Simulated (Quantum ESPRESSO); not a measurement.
# NaMgF3 (Neighborite): zone-centre phonons, part 2 of 4

Which modes does NaMgF3 (Neighborite) have at the zone centre?

Quantum ESPRESSO 7.5; DFT LDA, scalar-relativistic, plane waves, PseudoDojo norm-conserving pseudopotentials.

So far. Step 2 (A first look): A gap of 5.9 eV opens on this mesh, so the crystal is taken as an insulator; the start stands at -2.9 GPa. Step 4 (Ground state): The cell stands at -0.013 GPa, close enough for phonons.

The database entry behind the starting cell lists a temperature of 1273 K, so it need not match the best structure at ambient conditions.

**5. Zone-centre response**

At q = 0 one unit cell holds all displacements; symmetry groups them into irreducible representations that are solved one by one. The response to a field gives ε∞ and the Born charges, which polar modes need.

Input file ph.in:

```
phonons
 &inputph
    prefix='x',
    outdir='./tmp',
    fildyn='g.dyn',
    tr2_ph=1.0d-18,
    epsil=.true.,
 /
0.000000000000 0.000000000000 0.000000000000
```

Command:

```bash
$ OMP_NUM_THREADS=1 mpirun -n 4 ph.x -nk 4 -in ph.in > ph.out
```

What it wrote:

```text
[banners, grids, parts of the stress and lines that vanish by symmetry left out]
[banner, memory and clock lines left out]
Program PHONON v.7.5

     ./tmp/x.save/

     IMPORTANT: XC functional enforced from input :
     Exchange-correlation= PW
                           (   1   4   0   0   0   0   0)
     Any further DFT definition will be discarded
     Please, verify this is what you really want

     G-vector sticks info

     Reading collected, re-writing distributed wavefunctions in ./tmp/

     Number and degeneracy of irreps per q-point
       N         xq(1)         xq(2)         xq(3)   N irreps
       1   0.000000000   0.000000000   0.000000000       5
        3   3   3   3   3

     Calculation of q =    0.0000000   0.0000000   0.0000000

     phonons

     bravais-lattice index     =            0
     lattice parameter (alat)  =       7.2371  a.u.
     unit-cell volume          =     379.0404 (a.u.)^3
     number of atoms/cell      =            5
     number of atomic types    =            3
     kinetic-energy cut-off    =      97.0000  Ry
     charge density cut-off    =     388.0000  Ry
     convergence threshold     =      1.0E-18
     beta                      =       0.7000
     number of iterations used =            4
     Exchange-correlation= PW
                           (   1   4   0   0   0   0   0)

     celldm(1)=    7.23705  celldm(2)=    0.00000  celldm(3)=    0.00000
     celldm(4)=    0.00000  celldm(5)=    0.00000  celldm(6)=    0.00000

     crystal axes: (cart. coord. in units of alat)
               a(1) = (  1.0000  0.0000  0.0000 )
               a(2) = (  0.0000  1.0000  0.0000 )
               a(3) = (  0.0000  0.0000  1.0000 )

     reciprocal axes: (cart. coord. in units 2 pi/alat)
               b(1) = (  1.0000  0.0000  0.0000 )
               b(2) = (  0.0000  1.0000  0.0000 )
               b(3) = (  0.0000  0.0000  1.0000 )

     Atoms inside the unit cell:

     Cartesian axes

     site n.  atom      mass           positions (alat units)
        1  Na     22.9898   tau(    1) = (    0.00000    0.00000    0.00000  )
        2  Mg     24.3050   tau(    2) = (    0.50000    0.50000    0.50000  )
        3  F      18.9984   tau(    3) = (    0.50000    0.50000    0.00000  )
        4  F      18.9984   tau(    4) = (    0.00000    0.50000    0.50000  )
        5  F      18.9984   tau(    5) = (    0.50000    0.00000    0.50000  )

     Computing dynamical matrix for
                    q = (   0.0000000   0.0000000   0.0000000 )

     49 Sym.Ops. (with q -> -q+G )

     G cutoff =  514.7492  (  48885 G-vectors)     FFT grid: ( 45, 45, 45)
     number of k points=    35
                       cart. coord. in units 2pi/alat
        k(    1) = (   0.0000000   0.0000000   0.0000000), wk =   0.0039062
        k(    2) = (   0.0000000   0.0000000   0.1250000), wk =   0.0234375
        k(    3) = (   0.0000000   0.0000000   0.2500000), wk =   0.0234375
        [... further k-points left out ...]

     PseudoPot. # 1 for Na read from file:
     ./pseudo/Na.upf
     Pseudo is Norm-conserving, Zval =  9.0

     PseudoPot. # 2 for Mg read from file:
     ./pseudo/Mg.upf
     Pseudo is Norm-conserving, Zval = 10.0

     PseudoPot. # 3 for F  read from file:
     ./pseudo/F.upf
     Pseudo is Norm-conserving + core correction, Zval =  7.0

     Mode symmetry, O_h (m-3m)  point group:

     Electric field:
     Dielectric constant
     Born effective charges as d Force / d E

     Atomic displacements:
     There are    5 irreducible representations

     Representation     1      3 modes -  To be done

     Representation     2      3 modes -  To be done

     Representation     3      3 modes -  To be done

     Representation     4      3 modes -  To be done

     Representation     5      3 modes -  To be done

     Alpha used in Ewald sum =   2.8000

     Electric Fields Calculation

      iter #   1   av.it.:   6.3
      thresh= 1.000E-02 alpha_mix =  0.700 |ddv_scf|^2 =  9.516E-09

      [... iterations left out ...]
      iter #   7   av.it.:  13.0
      thresh= 4.134E-10 alpha_mix =  0.700 |ddv_scf|^2 =  3.791E-19

     End of electric fields calculation

          Dielectric constant in cartesian axis

          (       1.984515159       0.000000000       0.000000000 )
          (       0.000000000       1.984515159       0.000000000 )
          (       0.000000000       0.000000000       1.984515159 )

          Effective charges (d Force / dE) in cartesian axis without acoustic sum rule applied (asr)

           atom    1  Na    Mean Z*:        1.13949
      Ex  (        1.13949        0.00000        0.00000 )
      Ey  (        0.00000        1.13949        0.00000 )
      Ez  (        0.00000        0.00000        1.13949 )
           atom    2  Mg    Mean Z*:        1.90039
      Ex  (        1.90039        0.00000        0.00000 )
      Ey  (        0.00000        1.90039        0.00000 )
      Ez  (        0.00000        0.00000        1.90039 )
           atom    3  F     Mean Z*:       -1.01313
      Ex  (       -0.88879        0.00000        0.00000 )
      Ey  (        0.00000       -0.88879        0.00000 )
      Ez  (        0.00000        0.00000       -1.26183 )
           atom    4  F     Mean Z*:       -1.01313
      Ex  (       -1.26183        0.00000        0.00000 )
      Ey  (        0.00000       -0.88879        0.00000 )
      Ez  (        0.00000        0.00000       -0.88879 )
           atom    5  F     Mean Z*:       -1.01313
      Ex  (       -0.88879        0.00000        0.00000 )
      Ey  (        0.00000       -1.26183        0.00000 )
      Ez  (        0.00000        0.00000       -0.88879 )

          Effective charges Sum: Mean:        0.00048
              0.00048        0.00000        0.00000
              0.00000        0.00048        0.00000
              0.00000        0.00000        0.00048

          Effective charges (d Force / dE) in cartesian axis with asr applied:
           atom    1  Na    Mean Z*:        1.13940
      E*x (        1.13940        0.00000        0.00000 )
      E*y (        0.00000        1.13940        0.00000 )
      E*z (        0.00000        0.00000        1.13940 )
           atom    2  Mg    Mean Z*:        1.90030
      E*x (        1.90030        0.00000        0.00000 )
      E*y (        0.00000        1.90030        0.00000 )
      E*z (        0.00000        0.00000        1.90030 )
           atom    3  F     Mean Z*:       -1.01323
      E*x (       -0.88888        0.00000        0.00000 )
      E*y (        0.00000       -0.88888        0.00000 )
      E*z (        0.00000        0.00000       -1.26193 )
           atom    4  F     Mean Z*:       -1.01323
      E*x (       -1.26193        0.00000        0.00000 )
      E*y (        0.00000       -0.88888        0.00000 )
      E*z (        0.00000        0.00000       -0.88888 )
           atom    5  F     Mean Z*:       -1.01323
      E*x (       -0.88888        0.00000        0.00000 )
      E*y (        0.00000       -1.26193        0.00000 )
      E*z (        0.00000        0.00000       -0.88888 )

     Representation #   1 modes #   1   2   3

     Self-consistent Calculation

      iter #   1   av.it.:   6.7
      thresh= 1.000E-02 alpha_mix =  0.700 |ddv_scf|^2 =  4.556E-07

      [... iterations left out ...]
      iter #   8   av.it.:  13.3
      thresh= 1.268E-10 alpha_mix =  0.700 |ddv_scf|^2 =  3.545E-20

     End of self-consistent calculation

     Convergence has been achieved

     Representation #   2 modes #   4   5   6

     Self-consistent Calculation

      iter #   1   av.it.:   6.8
      thresh= 1.000E-02 alpha_mix =  0.700 |ddv_scf|^2 =  1.325E-06

      [... iterations left out ...]
      iter #   8   av.it.:  12.8
      thresh= 2.748E-10 alpha_mix =  0.700 |ddv_scf|^2 =  1.369E-19

     End of self-consistent calculation

     Convergence has been achieved

     Representation #   3 modes #   7   8   9

     Self-consistent Calculation

      iter #   1   av.it.:   6.1
      thresh= 1.000E-02 alpha_mix =  0.700 |ddv_scf|^2 =  8.676E-07

      [... iterations left out ...]
      iter #   8   av.it.:  12.6
      thresh= 1.696E-10 alpha_mix =  0.700 |ddv_scf|^2 =  3.110E-20

     End of self-consistent calculation

     Convergence has been achieved

     Representation #   4 modes #  10  11  12

     Self-consistent Calculation

      iter #   1   av.it.:   7.0
      thresh= 1.000E-02 alpha_mix =  0.700 |ddv_scf|^2 =  9.936E-07

      [... iterations left out ...]
      iter #   8   av.it.:  13.2
      thresh= 1.446E-10 alpha_mix =  0.700 |ddv_scf|^2 =  6.094E-20

     End of self-consistent calculation

     Convergence has been achieved

     Representation #   5 modes #  13  14  15

     Self-consistent Calculation

      iter #   1   av.it.:   6.4
      thresh= 1.000E-02 alpha_mix =  0.700 |ddv_scf|^2 =  3.697E-07

      [... iterations left out ...]
      iter #   7   av.it.:  12.2
      thresh= 1.952E-10 alpha_mix =  0.700 |ddv_scf|^2 =  5.410E-21

     End of self-consistent calculation

     Convergence has been achieved

     Number of q in the star =    1
     List of q in the star:
          1   0.000000000   0.000000000   0.000000000

          Dielectric constant in cartesian axis

          (       1.984515159       0.000000000       0.000000000 )
          (       0.000000000       1.984515159       0.000000000 )
          (       0.000000000       0.000000000       1.984515159 )

          Effective charges (d Force / dE) in cartesian axis without acoustic sum rule applied (asr)

           atom    1  Na    Mean Z*:        1.13949
      Ex  (        1.13949        0.00000        0.00000 )
      Ey  (        0.00000        1.13949        0.00000 )
      Ez  (        0.00000        0.00000        1.13949 )
           atom    2  Mg    Mean Z*:        1.90039
      Ex  (        1.90039        0.00000        0.00000 )
      Ey  (        0.00000        1.90039        0.00000 )
      Ez  (        0.00000        0.00000        1.90039 )
           atom    3  F     Mean Z*:       -1.01313
      Ex  (       -0.88879        0.00000        0.00000 )
      Ey  (        0.00000       -0.88879        0.00000 )
      Ez  (        0.00000        0.00000       -1.26183 )
           atom    4  F     Mean Z*:       -1.01313
      Ex  (       -1.26183        0.00000        0.00000 )
      Ey  (        0.00000       -0.88879        0.00000 )
      Ez  (        0.00000        0.00000       -0.88879 )
           atom    5  F     Mean Z*:       -1.01313
      Ex  (       -0.88879        0.00000        0.00000 )
      Ey  (        0.00000       -1.26183        0.00000 )
      Ez  (        0.00000        0.00000       -0.88879 )

          Effective charges Sum: Mean:        0.00048
              0.00048        0.00000        0.00000
              0.00000        0.00048        0.00000
              0.00000        0.00000        0.00048

          Effective charges (d Force / dE) in cartesian axis with asr applied:
           atom    1  Na    Mean Z*:        1.13940
      E*x (        1.13940        0.00000        0.00000 )
      E*y (        0.00000        1.13940        0.00000 )
      E*z (        0.00000        0.00000        1.13940 )
           atom    2  Mg    Mean Z*:        1.90030
      E*x (        1.90030        0.00000        0.00000 )
      E*y (        0.00000        1.90030        0.00000 )
      E*z (        0.00000        0.00000        1.90030 )
           atom    3  F     Mean Z*:       -1.01323
      E*x (       -0.88888        0.00000        0.00000 )
      E*y (        0.00000       -0.88888        0.00000 )
      E*z (        0.00000        0.00000       -1.26193 )
           atom    4  F     Mean Z*:       -1.01323
      E*x (       -1.26193        0.00000        0.00000 )
      E*y (        0.00000       -0.88888        0.00000 )
      E*z (        0.00000        0.00000       -0.88888 )
           atom    5  F     Mean Z*:       -1.01323
      E*x (       -0.88888        0.00000        0.00000 )
      E*y (        0.00000       -1.26193        0.00000 )
      E*z (        0.00000        0.00000       -0.88888 )

     Diagonalizing the dynamical matrix

     q = (    0.000000000   0.000000000   0.000000000 )

 **************************************************************************
     freq (    1) =      -1.871757 [THz] =     -62.435107 [cm-1]
     freq (    2) =      -1.871757 [THz] =     -62.435107 [cm-1]
     freq (    3) =      -1.871757 [THz] =     -62.435107 [cm-1]
     freq (    4) =       0.173796 [THz] =       5.797196 [cm-1]
     freq (    5) =       0.173796 [THz] =       5.797196 [cm-1]
     freq (    6) =       0.173796 [THz] =       5.797196 [cm-1]
     freq (    7) =       3.708919 [THz] =     123.716214 [cm-1]
     freq (    8) =       3.708919 [THz] =     123.716214 [cm-1]
     freq (    9) =       3.708919 [THz] =     123.716214 [cm-1]
     freq (   10) =       8.589288 [THz] =     286.507816 [cm-1]
     freq (   11) =       8.589288 [THz] =     286.507816 [cm-1]
     freq (   12) =       8.589288 [THz] =     286.507816 [cm-1]
     freq (   13) =      17.756306 [THz] =     592.286609 [cm-1]
     freq (   14) =      17.756306 [THz] =     592.286609 [cm-1]
     freq (   15) =      17.756306 [THz] =     592.286609 [cm-1]
 **************************************************************************

     Mode symmetry, O_h (m-3m)  point group:

     freq (   1-   3) =        -62.4  [cm-1]   --> T_1u G_15  G_4- I
     freq (   4-   6) =          5.8  [cm-1]   --> T_1u G_15  G_4- I
     freq (   7-   9) =        123.7  [cm-1]   --> T_2u G_25  G_5-
     freq (  10-  12) =        286.5  [cm-1]   --> T_1u G_15  G_4- I
     freq (  13-  15) =        592.3  [cm-1]   --> T_1u G_15  G_4- I
```

Run time: 11 min. Hardware: 4 MPI ranks of Arm Neoverse V2, shared host; 46 min of CPU time.

Numbers from this step:

| Property | Result |
| --- | --- |
| miss of the charge sum rule | 4.70e-4 e |
| largest acoustic frequency at the zone centre before the sum rule | 5.8 cm⁻¹ |
| highest optical zone-centre mode (no LO-TO term) | 592.3 cm⁻¹ |
| lowest optical zone-centre mode | -62.44 cm⁻¹ |
| mean high-frequency dielectric constant | 1.984 |
| largest Born charge in size (third of the trace) | 1.900 e |

Born charge (rows field, columns displacement), before the sum rule (e), principal values of the symmetric part by kind of site:

| atom | atoms with these values | low | middle | high | mean |
| --- | --- | --- | --- | --- | --- |
| Na1 | 1 | 1.14 | 1.14 | 1.14 | 1.14 |
| Mg2 | 1 | 1.90 | 1.90 | 1.90 | 1.90 |
| F3 | 3 | -1.26 | -0.89 | -0.89 | -1.01 |

In full for Mg2:

```
1.90 0.00 0.00
0.00 1.90 0.00
0.00 0.00 1.90
```

High-frequency dielectric tensor:

```
1.98 0.00 0.00
0.00 1.98 0.00
0.00 0.00 1.98
```

The acoustic modes at Γ come out as far as 5.8 cm⁻¹ from zero, where they should vanish, a small numerical error; the Born charges miss their sum rule by 4.7e-4 e, which is good. The lowest optical mode is imaginary, 62i cm⁻¹, an instability at this level and on this k mesh.

**6. Zone-centre analysis**

A rigid shift of the crystal must cost nothing, but grids and finite bases break this; the acoustic sum rule is imposed before the matrix is diagonalised again. With Born charges the intensities follow; a static dielectric tensor has no meaning with imaginary modes.

Input file dynmat.in:

```
 &input
    fildyn='g.dyn',
    asr='simple',
    fileig='dynmat.eig',
    lperm=.true.,
 /
```

Command:

```bash
$ dynmat.x -in dynmat.in > dynmat.out
```

What it wrote:

```text
[banner, memory and clock lines left out]
Program DYNMAT v.7.5

     Reading Dynamical Matrix from file g.dyn
     ...Force constants read
     ...epsilon and Z* read
     A direction for q was not specified:TO-LO splitting will be absent

     Polarizability (A^3 units)
     multiply by 0.752915 for Clausius-Mossotti correction
         4.400495    0.000000    0.000000
         0.000000    4.400495    0.000000
         0.000000    0.000000    4.400495

     IR activities are in (D/A)^2/amu units

# mode   [cm-1]    [THz]      IR
    1    -64.67   -1.9387    2.8255
    2    -64.67   -1.9387    2.8255
    3    -64.67   -1.9387    2.8255
    4     -0.00   -0.0000    0.0000
    5     -0.00   -0.0000    0.0000
    6      0.00    0.0000    0.0000
    7    123.74    3.7097    0.0000
    8    123.74    3.7097    0.0000
    9    123.74    3.7097    0.0000
   10    286.67    8.5941    1.5804
   11    286.67    8.5941    1.5804
   12    286.67    8.5941    1.5804
   13    592.36   17.7586    4.1775
   14    592.36   17.7586    4.1775
   15    592.36   17.7586    4.1775

Electronic dielectric permittivity tensor (relative, adimensional)
         1.984515    0.000000    0.000000
         0.000000    1.984515    0.000000
         0.000000    0.000000    1.984515

 ... with zone-center polar mode contributions
         3.166823    0.000000    0.000000
         0.000000    3.166823   -0.000000
         0.000000   -0.000000    3.166823

[end of the log left out, with the tail of the file of modes that dynmat.x writes under the same name]
```

Run time: 0.45 s. Hardware: 1 thread.

This step gave:

```yaml
highest_optical_zone_centre_mode_no_lo_to_term: 592.4 cm⁻¹
lowest_optical_zone_centre_mode: -64.67 cm⁻¹
```

Unit eigenvectors of the mass-weighted matrix after the sum rule; no LO-TO term. Modes at Γ, with each element's share of the kinetic energy (negative means imaginary):

| mode | frequency (cm⁻¹) | Na % | Mg % | F % |
| --- | --- | --- | --- | --- |
| 1 | -64.7 | 73 | 1 | 26 |
| 2 | -64.7 | 73 | 1 | 26 |
| 3 | -64.7 | 73 | 1 | 26 |
| 4 | 0.0 | 22 | 23 | 55 |
| 5 | 0.0 | 22 | 23 | 55 |
| 6 | 0.0 | 22 | 23 | 55 |
| 7 | 123.7 | 0 | 0 | 100 |
| 8 | 123.7 | 0 | 0 | 100 |
| 9 | 123.7 | 0 | 0 | 100 |
| 10 | 286.7 | 5 | 42 | 53 |
| 11 | 286.7 | 5 | 42 | 53 |
| 12 | 286.7 | 5 | 42 | 53 |
| 13 | 592.4 | 0 | 34 | 66 |
| 14 | 592.4 | 0 | 34 | 66 |
| 15 | 592.4 | 0 | 34 | 66 |

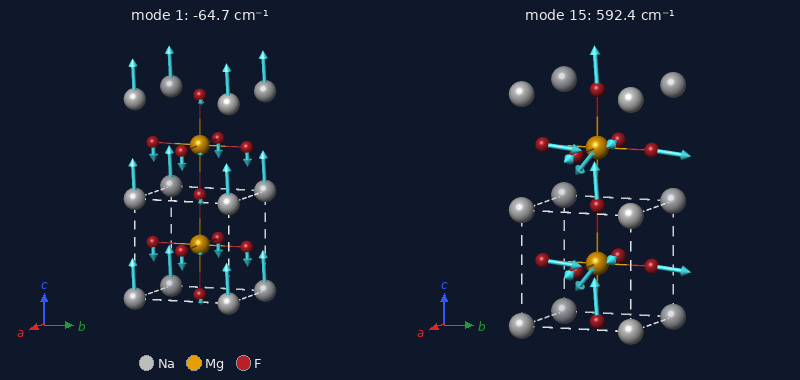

Displacement patterns of modes 1 and 15 at Γ; arrows are exaggerated. 1×1×2 cells are drawn. Some periodic images of atoms are drawn too.

Degenerate modes summed, no LO-TO term; imaginary modes left out. Lines of the infrared spectrum (strongest = 100):

| position (cm⁻¹) | lines merged | IR intensity, relative |
| --- | --- | --- |
| 124 | 3 | 0.0 |
| 287 | 3 | 38 |
| 592 | 3 | 100 |

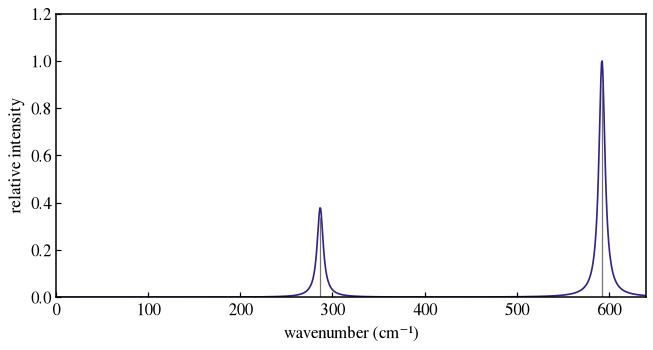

The infrared spectrum, broadened with Lorentzians of width 8 cm⁻¹; bars mark the lines.

The rule also moves an optical mode by 2.2 cm⁻¹.

**7. Modes along a direction of q (1 0 0)**

A longitudinal polar mode sets up a macroscopic field that stiffens it; the term hangs on the direction from which q goes to zero.

Input file dynmat.in:

```
 &input
    fildyn='g.dyn',
    asr='simple',
    fileig='dynmat.eig',
    q(1)=1.0,
    q(2)=0.0,
    q(3)=0.0,
 /
```

Command:

```bash
$ dynmat.x -in dynmat.in > dynmat.out
```

What it wrote:

```text
[banner, memory and clock lines left out]
Program DYNMAT v.7.5

     Reading Dynamical Matrix from file g.dyn
     ...Force constants read
     ...epsilon and Z* read

     Polarizability (A^3 units)
     multiply by 0.752915 for Clausius-Mossotti correction
         4.400495    0.000000    0.000000
         0.000000    4.400495    0.000000
         0.000000    0.000000    4.400495

     IR activities are in (D/A)^2/amu units

# mode   [cm-1]    [THz]      IR
    1    -64.67   -1.9387    2.8255
    2    -64.67   -1.9387    2.8255
    3     -0.00   -0.0000    0.0000
    4      0.00    0.0000    0.0000
    5      0.00    0.0000    0.0000
    6    123.74    3.7097    0.0000
    7    123.74    3.7097    0.0000
    8    123.74    3.7097    0.0000
    9    161.56    4.8433    0.7538
   10    286.67    8.5941    1.5804
   11    286.67    8.5941    1.5804
   12    340.76   10.2156    1.6622
   13    592.36   17.7586    4.1775
   14    592.36   17.7586    4.1775
   15    671.50   20.1310    6.1674

[end of the log left out, with the tail of the file of modes that dynmat.x writes under the same name]
```

The job ended after 0.44 s (1 thread).

Numbers from this step:

```
highest mode moved by the LO-TO term : 671.5 cm⁻¹
```

Zone-centre frequencies as printed; negative means imaginary. Modes:

| mode | frequency (cm⁻¹) |
| --- | --- |
| 1 | -64.67 |
| 2 | -64.67 |
| 3 | 0 |
| 4 | 0 |
| 5 | 0 |
| 6 | 123.7 |
| 7 | 123.7 |
| 8 | 123.7 |
| 9 | 161.6 |
| 10 | 286.7 |
| 11 | 286.7 |
| 12 | 340.8 |
| 13 | 592.4 |
| 14 | 592.4 |
| 15 | 671.5 |

The field moves 3 modes; the highest of them now lies at 672 cm⁻¹, where the highest that moved away lay at 592.

(Continued in part 3 of 4.)

[Host names and launcher messages were left out of these logs when they were recorded.]

[Logs are printed without paths, hosts, clocks, repeated set-up lines and the standing remarks that a program may print on its own settings, such as how far it seeks lower states.]

[Hosts, paths, dates, database ids (printed as entryN), source tags and the programs' standing remarks are cut or masked in the printed files.]
